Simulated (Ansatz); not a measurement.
Cl3FSi···SiH4

The calculation's input:

```
crystal:
  periodic: [false, false, false]
  atoms:
    - { symbol: Si, position_ang: [0.349733, -0.048314, -0.120134] }
    - { symbol: F, position_ang: [0.653922, 0.19552, 1.441756] }
    - { symbol: Cl, position_ang: [2.189757, 0.041294, -1.052742] }
    - { symbol: Cl, position_ang: [-0.784397, 1.47445, -0.900466] }
    - { symbol: Cl, position_ang: [-0.399718, -1.930103, -0.441327] }
    - { symbol: Si, position_ang: [-2.807835, 0.054665, 1.266016] }
    - { symbol: H, position_ang: [-2.998893, -0.51679, -0.093321] }
    - { symbol: H, position_ang: [-3.702688, -0.680336, 2.217146] }
    - { symbol: H, position_ang: [-3.182271, 1.499659, 1.266075] }
    - { symbol: H, position_ang: [-1.42931, -0.090045, 1.748596] }
basis:
  gaussian: { orbitals: cc-pVDZ }
hamiltonian:
  xc: b3lyp
  dispersion: d4
relax:
  f_tol: 0.03
  max_steps: 50
output:
  orbitals: {}
```

Run with:

```sh
ansatz run input.yaml --threads 4 --pin off --max-ram 5120MiB --backend cpu --events-out ev --progress --plain --runs-dir out
```

The fields are those of the run's last geometry, not of the input's.

Theory: RKS B3LYP-D4/cc-pVDZ in Ansatz 0.2.0.

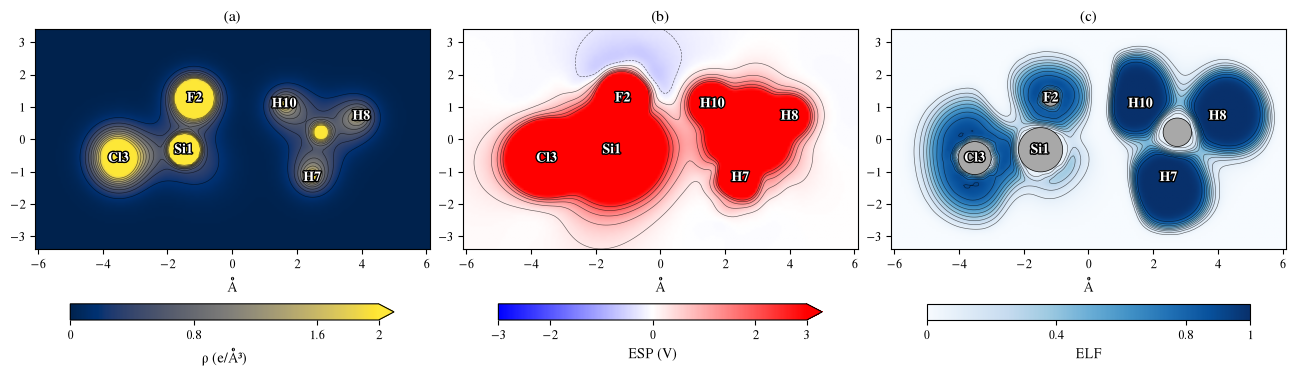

Figure 1. (a) electron density; (b) molecular electrostatic potential; (c) electron localisation function on the plane of atoms F2, Si1 and Cl3. Grey discs cover the atomic cores in the ELF map.

**What does the map show?**

- The section cuts through Si, F, Cl and H sites.
- Si–F (1.63 Å): the density is about 0.97 e/Å³ at the midpoint; the ELF peaks at about 0.85 in the valence shell of F, 0.5 Å from its nucleus, and is about 0.45 at the midpoint.
- Si–Cl (2.05 Å): ρ is about 0.9 e/Å³ halfway; the ELF peaks at about 0.85 between the atoms, as expected for a polar covalent bond.
- The ELF also peaks beside Cl3 and F2, away from the bonds: lone-pair regions.
- Outside the dense part of the complex the potential is most negative (−0.6 V) near F2.

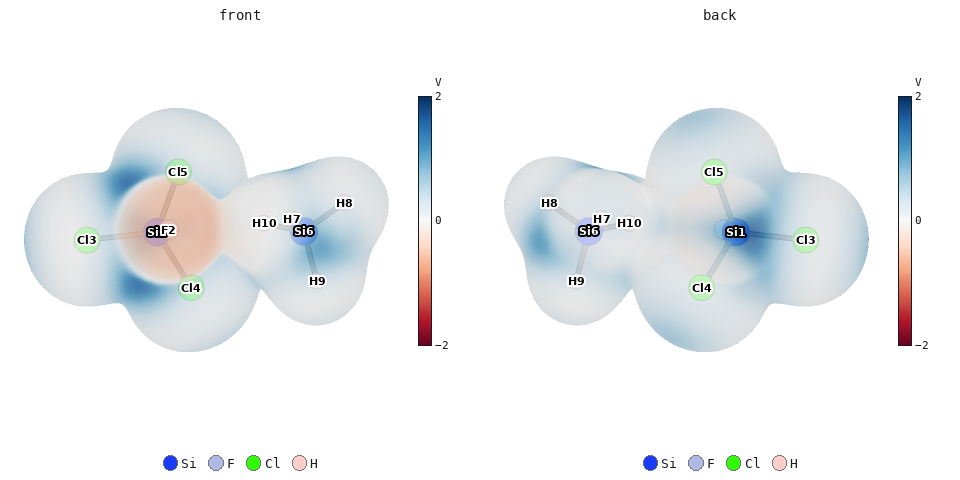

Figure 2. The molecular electrostatic potential painted on the density surface at 0.002 e/bohr³, seen from the front and from behind; red is negative and blue positive.

**Where is the surface potential most negative and most positive?**

The most negative region (about −0.6 V) lies over F2, the most positive (about +1.5 V) over Si1. Cl3 shows a σ-hole: about +0.6 V at the tip opposite its bond, against about +0.1 V on its flanks. Cl4 shows a σ-hole: about +0.6 V at the tip opposite its bond, against about +0.1 V on its flanks. Cl5 shows a σ-hole: about +0.6 V at the tip opposite its bond, against about +0.1 V on its flanks.

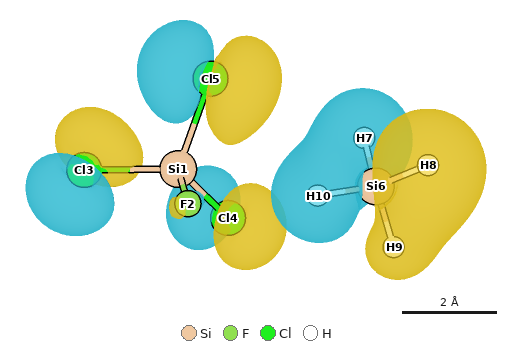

Figure 3. The HOMO−1 at ±0.06 Å⁻³ᐟ² (yellow and cyan are the two phases), seen at a tilt.

**Describe this orbital and give its energy.**

By Hirshfeld shares it lies mainly on Si6 (about 25 %), H8 (about 15 %), Cl5 (about 15 %), Cl3 (about 10 %), H7 (about 10 %) and Cl4 (about 5 %). Its energy is −9.37 eV.
